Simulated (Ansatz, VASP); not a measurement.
## ZnBr2: VASP beside Ansatz

One calculation is typed for both programs; each brings its own data sets and cutoff. How far apart do they land? The cell is generated by rule, not measured, and may not be a known phase. The cell comes out of the VASP series on this material, whose earlier steps may have relaxed, scaled or displaced it; both programs get it as it stands.

Program: Ansatz 0.2.0. Level of theory: plane waves, with VASP 6.6.1 beside it; band structure at PBEsol and band structure at PBEsol, spin-orbit coupling. Results are calculated unless marked as measured.

The structure was built from a prototype and need not be the compound's stable phase.

## (1) The starting structure

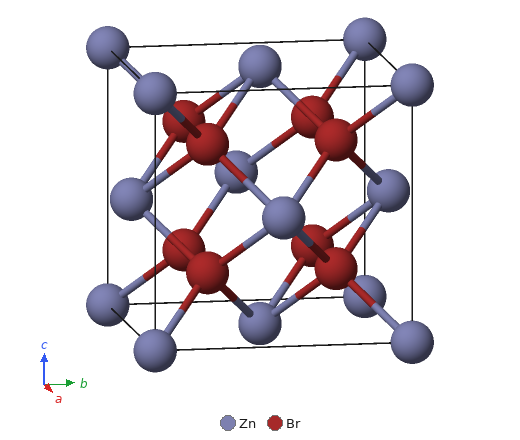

The cell as given, slightly off an axis (zinc blue, bromine red). This picture shows the conventional cell, with its axes. Some periodic images of atoms are drawn too.

## (2) Ansatz: band structure, PBEsol

Ansatz runs on its default PAW (the set named soft_2) files.

Levels along a path test the potential and the projectors away from the mesh points.

The input, input.yaml:

```yaml
crystal:
  lattice:
    - [0.0, 3.2424, 3.2424]
    - [3.2424, 0.0, 3.2424]
    - [3.2424, 3.2424, 0.0]
  atoms:
    - { symbol: Zn, position: [0.0, 0.0, 0.0] }
    - { symbol: Br, position: [0.25, 0.25, 0.25] }
    - { symbol: Br, position: [0.75, 0.75, 0.75] }
hamiltonian:
  xc: pbesol
  pseudopotentials: { kind: paw }
kpoints:
  mp_grid: { grid: [10, 10, 10] }
  band_path:
    path:
      - [0.0, 0.0, 0.0]
      - [0.17391, 0.0, 0.17391]
      - [0.34783, 0.0, 0.34783]
      - [0.5, 0.0, 0.5]
      - [0.5, 0.08696, 0.58696]
      - [0.5, 0.18478, 0.68478]
      - [0.49457, 0.25543, 0.75]
      - [0.45109, 0.29891, 0.75]
      - [0.40761, 0.34239, 0.75]
      - [0.34239, 0.34239, 0.68478]
      - [0.21196, 0.21196, 0.42391]
      - [0.08152, 0.08152, 0.16304]
      - [0.04348, 0.04348, 0.04348]
      - [0.23913, 0.23913, 0.23913]
      - [0.41304, 0.41304, 0.41304]
      - [0.5163, 0.46739, 0.5163]
      - [0.55978, 0.38043, 0.55978]
      - [0.6087, 0.28261, 0.6087]
      - [0.60326, 0.25, 0.64674]
      - [0.55978, 0.25, 0.69022]
      - [0.5163, 0.25, 0.7337]
      - [0.5, 0.30435, 0.69565]
      - [0.5, 0.3913, 0.6087]
      - [0.5, 0.47826, 0.52174]
      - [0.47283, 0.47283, 0.55435]
      - [0.42391, 0.42391, 0.65217]
      - [0.38043, 0.38043, 0.73913]
      - [0.59239, 0.18478, 0.59239]
      - [0.54891, 0.09783, 0.54891]
      - [0.5, 0.0, 0.5]
    npoints: 1
scf:
  occupations: { method: gaussian, width: 0.02 }
  n_extra_bands: 7
output:
  forces: true
  stress: true
  eigenvalues: true
```

On the command line:

```
> ansatz run input.yaml --threads 2 --pin off --max-ram 4608MiB --backend cpu --events-out ev --progress --plain --runs-dir out
```

Numbers of over 12 decimals in the logs are rounded to 6 here.

What it wrote:

```text
scf.n_extra_bands = 7 over 13 filled bands (N_el = 26.0): the run solves 20 bands
Engine: ansatz 0.2.0, aarch64-unknown-linux-gnu
Pseudopotentials: kind: paw
Pseudopotential: Zn, paw, valence charge 12, recommended cutoff 420 eV (normal), Zn.paw.azcp
Pseudopotential: Br, paw, valence charge 7, recommended cutoff 420 eV (normal), Br.paw.azcp
Functional definition: PBEsol
  exchange = pbesol_x
  correlation = pbesol_c
Crystal: 3 atoms, lattice volume = 68.176 Å³
Basis set: ecut = 420 eV, 1363 PW (Γ), exchange–correlation on 64×64×64 points (8 copies of the dense FFT grid, shifted against one another)
Bands: 20, of which v1, the nominal top of the filled ones, is band 13 counted from 1 (12 counted from 0)
Symmetry: 48 space group operations
Space group: Fm-3m (ITA 225), of the structure as read, at distance tolerance 4.1e-5 Å
k-points: 47 of 1000
Non-local potential: Zn, projectors of the file, l = 0: 2, l = 1: 2, l = 2: 3, l = 3: 1
Non-local potential: Br, projectors of the file, l = 0: 2, l = 1: 2, l = 2: 2
PAW form: soft (Blöchl's): semilocal exchange-correlation on the pseudo side does not see the compensation charge
PAW frozen core: Zn, regenerated for the run's functional, and the local potential with it (the file was generated under x = pbe(κ = 0.804, μ = 0.219515), c = pbe(β = 0.066725))
PAW frozen core: Br, regenerated for the run's functional, and the local potential with it (the file was generated under x = pbe(κ = 0.804, μ = 0.219515), c = pbe(β = 0.066725))
PAW one-centre angular grid: Zn, 590 points (default); XC on 64 Gauss nodes
PAW one-centre angular grid: Br, 110 points (default); XC on 64 Gauss nodes
Initial density: superposition of atomic densities (neutral atoms: chi_scale 0, normalization atom), corrected by the library's trained network
Initial wavefunctions: pseudopotential atomic-orbital guess
Functional: x = pbesol(κ = 0.804, μ = 0.123457), c = pbesol(β = 0.046)
SCF iter   1: F=—  HF=-8754.711554 eV  |F-HF|=—  |Δ(HF+E_count)|=         —  Δρ=1.47e-3  dr2=6.05e-4  ethr=1.77e-3  ⟨swp⟩=6.8  Hψ=4982  notcnv=0
preconditioner: auto → none  [insulator: Δε(μ)=0.450 eV  Ē_g=13.099 eV  σ=0.020 eV  W_gap=0.67  n_scr=14 (ndim 8)  ℏωp=22.9 eV  f_vac=0.042  D(μ)=0.16/eV (n_scr^D=0)  ε∞_Penn≈4.1]
SCF iter   2: F=—  HF=-8754.710992 eV  |F-HF|=—  |Δ(HF+E_count)|=   5.62e-4  Δρ=7.05e-4  dr2=2.69e-4  ethr=2.33e-6  ⟨swp⟩=3.1  Hψ=2564  notcnv=0  defer=94
SCF iter   3: F=—  HF=-8754.711046 eV  |F-HF|=—  |Δ(HF+E_count)|=   5.39e-5  Δρ=3.55e-4  dr2=3.86e-5  ethr=1.03e-6  ⟨swp⟩=2.5  Hψ=1508  notcnv=0  defer=94
SCF iter   4: F=—  HF=-8754.711088 eV  |F-HF|=—  |Δ(HF+E_count)|=   4.24e-5  Δρ=1.72e-4  dr2=1.57e-5  ethr=1.48e-7  ⟨swp⟩=2.0  Hψ=1342  notcnv=0  defer=94
SCF iter   5: F=—  HF=-8754.711091 eV  |F-HF|=—  |Δ(HF+E_count)|=   2.61e-6  Δρ=6.72e-5  dr2=1.42e-6  ethr=6.06e-8  ⟨swp⟩=2.1  Hψ=1296  notcnv=0  defer=94
SCF iter   6: F=—  HF=-8754.711091 eV  |F-HF|=—  |Δ(HF+E_count)|=   5.47e-7  Δρ=2.01e-5  dr2=1.46e-7  ethr=5.48e-9  ⟨swp⟩=2.5  Hψ=1541  notcnv=0  defer=94
SCF iter   7: F=-8754.711091 eV  HF=-8754.711091 eV  |F-HF|=1.27e-8  |Δ(HF+E_count)|=   4.60e-8  Δρ=6.00e-6  dr2=1.28e-8  ethr=3.85e-10  ⟨swp⟩=9.4  Hψ=4574  notcnv=0
SCF 1 converged in 7 iterations: F = -8754.711091 eV  dr2 = 1.28e-8
  greatest PAW one-centre occupation: 0.988 electrons in one spin orbital (limit 2), on the Zn atom at site 0 (counted from 0), in its partial waves of l = 2
NSCF: frozen V_eff on 30 k-points
SCF converged after 7 iterations
Free energy (F): -8754.711091 eV
Harris-Foulkes:  -8754.711091 eV  (|F-HF|=1.27e-8)
Internal energy: -8754.711059 eV  (E = F + TS)
E sigma→0 (E₀):  -8754.711075 eV
Entropy (-TS):   -0.000032 eV (-0.011 meV/atom)
Fermi energy:    6.105765 eV
--- Per-component energies (eV) ---
  E_band       = -4.440104
  E_kinetic    = 399.627439
  E_local      = -2338.297025  (includes V_loc(G=0)·N_el)
  E_nonlocal   = 762.694265
  E_hartree    = 929.737505
  E_xc         = -657.296947
  E_vxc        = -258.460960  (∫ρ·V_xc dr)
  E_paw        = -6202.552735  (= ΣΔE_a)
  E_vpaw       = -429.473430  (= ΣTr[D̂ρ^β])
  E_aug_tail   = -0.000330  (compensation charges beyond the density's cutoff)
  E_ewald      = -1649.605127
  E_core_change = 0.981896  (= ΣΔE_core)
  E_smearing   = -0.000032  (= −TS)
  E_closure    = 0.000000  (closes the sum)
  Σ components = -8754.711091   (vs F -8754.711091, Δ=0.00e0)
--- Forces (eV/Å), atoms counted from 1 ---
  atom   1  Zn    -0.00000000     0.00000000     0.00000000
  atom   2  Br    -0.00000000     0.00000000     0.00000000
  atom   3  Br     0.00000000    -0.00000000    -0.00000000
  max |Σ_I F_I| component: 5.09e-17 eV/Å
--- Stress (GPa, compression-positive) ---
        3.552889      -0.000000      -0.000000
       -0.000000       3.552889      -0.000000
       -0.000000       0.000000       3.552889
  P = ⅓ Tr σ = 3.5529 GPa (35.529 kbar)
--- Band table (eV; the first three rows and the last of 47) ---
  k-point 0: bands = [... 9 lower, 2.9582, 4.7056, 4.7056, 4.7056, 5.8121, 9.7762, 9.7762, 9.7762, ... 3 higher]
  k-point 1: bands = [... 9 lower, 2.9430, 4.1252, 4.6071, 4.6071, 6.5477, 9.8822, 9.9423, 9.9423, ... 3 higher]
  k-point 2: bands = [... 9 lower, 2.9109, 3.5320, 4.3546, 4.3546, 7.4983, 10.3998, 10.4207, 10.4207, ... 3 higher]
  k-point 46: bands = [... 9 lower, 2.5348, 3.7849, 5.8315, 5.9705, 7.7233, 11.5730, 12.4390, 13.2450, ... 3 higher]
```

Wall time 3.1 s (2 threads of Arm Neoverse V2, shared host); peak memory 0.35 GiB; 5.8 s of CPU time.

## (3) VASP: band structure, PBEsol

The same cell, functional, mesh and smearing now go to VASP, with its own data sets and cutoff.

Lines of VASP's logs that name or quote its potential files are left out, and so is its time.

The input, INCAR:

```
SYSTEM = ZnBr2
PREC = Accurate
ENCUT = 400
EDIFF = 1E-06
NELM = 100
ISMEAR = 0
SIGMA = 0.02
LREAL = .FALSE.
ALGO = Normal
GGA = PS
NBANDS = 26
LORBIT = 11
LWAVE = .FALSE.
LCHARG = .FALSE.
KPAR = 4
ISIF = 2
```

The input, POSCAR:

```
ZnBr2
1.0
    0.0000000000      3.2424000000      3.2424000000
    3.2424000000      0.0000000000      3.2424000000
    3.2424000000      3.2424000000      0.0000000000
Zn Br
1 2
Direct
    0.0000000000      0.0000000000      0.0000000000
    0.2500000000      0.2500000000      0.2500000000
    0.7500000000      0.7500000000      0.7500000000
```

The input, KPOINTS:

```
Automatic mesh
0
Gamma
10 10 10
0 0 0
```

The input, KPOINTS_OPT:

```
Line mode
24
Line-mode
Reciprocal
  0.00000000   0.00000000   0.00000000 GAMMA
  0.50000000   0.00000000   0.50000000 X

  0.50000000   0.00000000   0.50000000 X
  0.50000000   0.25000000   0.75000000 W

  0.50000000   0.25000000   0.75000000 W
  0.37500000   0.37500000   0.75000000 K

  0.37500000   0.37500000   0.75000000 K
  0.00000000   0.00000000   0.00000000 GAMMA

  0.00000000   0.00000000   0.00000000 GAMMA
  0.50000000   0.50000000   0.50000000 L

  0.50000000   0.50000000   0.50000000 L
  0.62500000   0.25000000   0.62500000 U

  0.62500000   0.25000000   0.62500000 U
  0.50000000   0.25000000   0.75000000 W

  0.50000000   0.25000000   0.75000000 W
  0.50000000   0.50000000   0.50000000 L

  0.50000000   0.50000000   0.50000000 L
  0.37500000   0.37500000   0.75000000 K

  0.62500000   0.25000000   0.62500000 U
  0.50000000   0.00000000   0.50000000 X
```

Potentials, in the order of the species: Zn and Br (PBE family, release 64).

On the command line:

```
> mpirun -np 4 vasp_std
```

What it wrote:

```text
[banner, memory and clock lines left out]
running    4 mpi-ranks, on    1 nodes
 distrk:  each k-point on    1 cores,    4 groups
 distr:  one band on    1 cores,    1 groups

 POSCAR found type information on POSCAR ZnBr
 POSCAR found :  2 types and       3 ions
|                                                                             |
|               ----> ADVICE to this user running VASP <----                  |
|                                                                             |
|     You enforced a specific xc type in the INCAR file but a different       |
|     [... a line on the potential file left out ...]
|     I HOPE YOU KNOW WHAT YOU ARE DOING!                                     |
|                                                                             |

 LDA part: xc-table for (Slater+PW92), standard interpolation
 POSCAR, INCAR and KPOINTS ok, starting setup
 FFT: planning ... GRIDC
 FFT: planning ... GRID_SOFT
 FFT: planning ... GRID
 WAVECAR not read
 entering main loop
       N       E                     dE             d eps       ncg     rms          rms(c)
DAV:   1     0.166573938599E+03    0.16657E+03   -0.99814E+03  2444   0.886E+02
DAV:   2     0.102581065176E+02   -0.15632E+03   -0.14403E+03  2650   0.228E+02
DAV:   3    -0.647411914524E+01   -0.16732E+02   -0.16495E+02  3058   0.750E+01
DAV:   4    -0.673089753550E+01   -0.25678E+00   -0.25647E+00  2774   0.972E+00
DAV:   5    -0.673227895574E+01   -0.13814E-02   -0.13813E-02  3076   0.727E-01    0.843E+00
DAV:   6    -0.619082099446E+01    0.54146E+00   -0.67546E-01  2980   0.250E+01    0.562E+00
DAV:   7    -0.613946039297E+01    0.51361E-01   -0.31357E-01  2724   0.317E+00    0.197E+00
DAV:   8    -0.613698818978E+01    0.24722E-02   -0.14076E-02  2870   0.734E-01    0.614E-01
DAV:   9    -0.613655081348E+01    0.43738E-03   -0.17206E-03  2770   0.395E-01    0.664E-02
DAV:  10    -0.613658582502E+01   -0.35012E-04   -0.14224E-04  2780   0.105E-01    0.452E-02
DAV:  11    -0.613660716427E+01   -0.21339E-04   -0.28501E-05  2602   0.252E-02    0.104E-02
DAV:  12    -0.613660686636E+01    0.29790E-06   -0.45618E-07  2512   0.462E-03
   1 F= -.61366069E+01 E0= -.61365910E+01  d E =-.316752E-04
 Start KPOINTS_OPT (optional k-point list driver)
k-point batch [1-47\240]
       N       E                     dE             ncg
DAV:   1     0.346563768209E+04   -0.21843E+05     2446
DAV:   2    -0.372088646936E+04   -0.71865E+04     2542
DAV:   3    -0.450895912561E+04   -0.78807E+03     3126
DAV:   4    -0.452183331176E+04   -0.12874E+02     2730
DAV:   5    -0.452189723690E+04   -0.63925E-01     2948
DAV:   6    -0.452189779418E+04   -0.55728E-03     2770
DAV:   7    -0.452189780032E+04   -0.61347E-05     2602
DAV:   8    -0.452189780065E+04   -0.33227E-06     2006
[...]
k-point batch [236-240\240]
       N       E                     dE             ncg
DAV:   1     0.292591081281E+05   -0.32055E+04      260
DAV:   2     0.284959780789E+05   -0.76313E+03      268
DAV:   3     0.284139508485E+05   -0.82027E+02      326
DAV:   4     0.284126443866E+05   -0.13065E+01      276
DAV:   5     0.284126379158E+05   -0.64708E-02      302
DAV:   6     0.284126378571E+05   -0.58692E-04      280
DAV:   7     0.284126378565E+05   -0.67431E-06      270
```

Parts of OUTCAR (step 3):

```text
ion  position               nearest neighbor table
   1  0.000  0.000  0.000-   3 2.81   3 2.81   3 2.81   2 2.81   3 2.81   2 2.81   2 2.81   2 2.81

  LATTYP: Found a face centered cubic cell.
 ALAT       =     6.4848000000

 Subroutine GETGRP returns: Found 48 space group operations
 (whereof 48 operations were pure point group operations)

The static configuration has the point symmetry O_h .

 Found     47 irreducible k-points:

   k-points           NKPTS =     47   k-points in BZ     NKDIM =     47   number of bands    NBANDS=     26

   dimension x,y,z NGX =    30 NGY =   30 NGZ =   30
   dimension x,y,z NGXF=    60 NGYF=   60 NGZF=   60

   ENCUT  =  400.0 eV  29.40 Ry    5.42 a.u.   7.48  7.48  7.48*2*pi/ulx,y,z

   NELECT =      26.0000    total number of electrons

 k-points in reciprocal lattice and weights: Automatic mesh
   0.00000000  0.00000000  0.00000000       0.001
   0.10000000  0.00000000  0.00000000       0.008
   0.20000000  0.00000000  0.00000000       0.008
   0.30000000  0.00000000  0.00000000       0.008
   0.40000000  0.00000000  0.00000000       0.008
   0.50000000  0.00000000  0.00000000       0.004
   0.10000000  0.10000000  0.00000000       0.006
   0.20000000  0.10000000  0.00000000       0.024
   0.30000000  0.10000000  0.00000000       0.024
[...]
-0.30000000  0.40000000  0.20000000       0.024
  -0.30000000  0.50000000  0.20000000       0.012

 average (electrostatic) potential at core
       1 -36.6560       2 -62.8699       3 -62.8699

 E-fermi :   2.4674

 k-point     1 :       0.0000    0.0000    0.0000
  band No.  band energies     occupation
    ...
     10      -0.6794      2.00000
     11       1.0637      2.00000
     12       1.0637      2.00000
     13       1.0637      2.00000
     14       2.1605      2.00000
     15       6.1262      0.00000
     16       6.1262      0.00000
     17       6.1262      0.00000
     18       9.6850      0.00000
     19       9.6850      0.00000
    ...

 k-point     2 :       0.1000    0.0000    0.0000
  band No.  band energies     occupation
    ...
      9      -0.6950      2.00000
     10      -0.6950      2.00000
     11       0.4809      2.00000
     12       0.9651      2.00000
     13       0.9651      2.00000
     14       2.8992      0.00000
     15       6.2324      0.00000
     16       6.2924      0.00000
     17       6.2924      0.00000
     18       9.9285      0.00000
    ...

 k-point     3 :       0.2000    0.0000    0.0000
  band No.  band energies     occupation
    ...
      9      -0.7283      2.00000
     10      -0.7283      2.00000
     11      -0.1113      2.00000
     12       0.7127      2.00000
     13       0.7127      2.00000
     14       3.8507      0.00000
     15       6.7509      0.00000
     16       6.7708      0.00000
     17       6.7708      0.00000
     18      10.5954      0.00000
    ...

  Total        1.4704585      1.4704585      1.4704585     -0.0000000      0.0000000      0.0000000
  in kB       34.5568051     34.5568051     34.5568051     -0.0000000      0.0000000      0.0000000
  external PRESSURE =      34.5568051 kB  Pullay stress =       0.0000000 kB

  energy-cutoff  :      400.00
  volume of cell :       68.18
      direct lattice vectors                 reciprocal lattice vectors
     0.000000000  3.242400000  3.242400000    -0.154206760  0.154206760  0.154206760
     3.242400000  0.000000000  3.242400000     0.154206760 -0.154206760  0.154206760
     3.242400000  3.242400000  0.000000000     0.154206760  0.154206760 -0.154206760

 POSITION                                       TOTAL-FORCE (eV/Angst)
 -----------------------------------------------------------------------------------
      0.00000      0.00000      0.00000        -0.000000      0.000000      0.000000
      1.62120      1.62120      1.62120        -0.000000     -0.000000     -0.000000
      4.86360      4.86360      4.86360         0.000000     -0.000000      0.000000
 -----------------------------------------------------------------------------------
    total drift:                                0.000000     -0.000000     -0.000000

  FREE ENERGIE OF THE ION-ELECTRON SYSTEM (eV)
  ---------------------------------------------------
  free  energy   TOTEN  =        -6.1366068664 eV

  energy  without entropy=       -6.1365751911  energy(sigma->0) =       -6.13659103

 total charge
# of ion       s       p       d       tot
------------------------------------------
    1        0.396   0.256   9.808  10.461
    2        1.623   3.213   0.022   4.858
    3        1.623   3.213   0.022   4.858
--------------------------------------------------
tot          3.642   6.682   9.853  20.177

[... 3 further parts left out ...]
```

The run ends at a pressure of 3.46 GPa.

## (4) Differences

Known differences besides the PAW data sets themselves: the cutoff is 420 eV in Ansatz and 400 eV in VASP; Ansatz makes its cores anew for this functional, VASP keeps those of its PBE data sets; VASP leaves aspherical gradient terms in its spheres out (LASPH is not set), Ansatz keeps them. Total energies have different zeros and are not compared.

The two programs side by side:

```
      quantity  Ansatz  VASP  difference
pressure (GPa)    3.55  3.46       +0.10
```

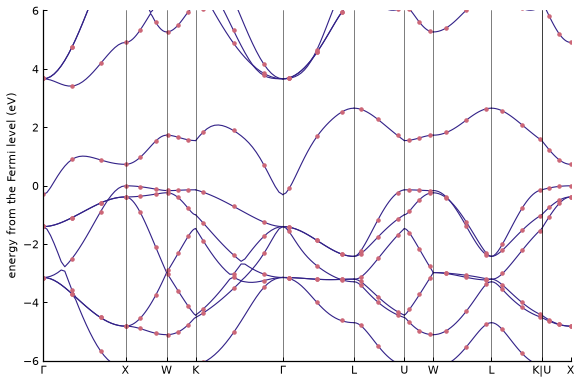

Bands from VASP (lines) and levels from Ansatz (dots). Dots without a line are higher empty bands that the VASP plot leaves out.

Levels from 3 eV below to 2 eV above the Fermi level differ by 5 meV r.m.s. and 13 meV at most; each VASP level is matched to the nearest of Ansatz, which flatters the figure a little. Ansatz's pressure holds a Pulay correction of 0.05 GPa; VASP's holds none.

## (5) Looking for the cause

An all-electron run, which needs no data sets, serves as referee.

```
                              run  r.m.s. difference of levels near the Fermi level (meV)
                         as above                                                     5.3
Ansatz's all-electron LAPW method                                                     6.8
```

(Part 1 of 2 ends here.)

[Lines on the potential files, build, host, timing and source positions are cut from VASP's logs without a mark.]

[Logs are printed without paths, hosts, clocks, repeated set-up lines and the standing remarks that a program may print on its own settings, such as how far it seeks lower states.]

[Hosts, paths, dates, database ids (printed as entryN), source tags and the programs' standing remarks are cut or masked in the printed files.]
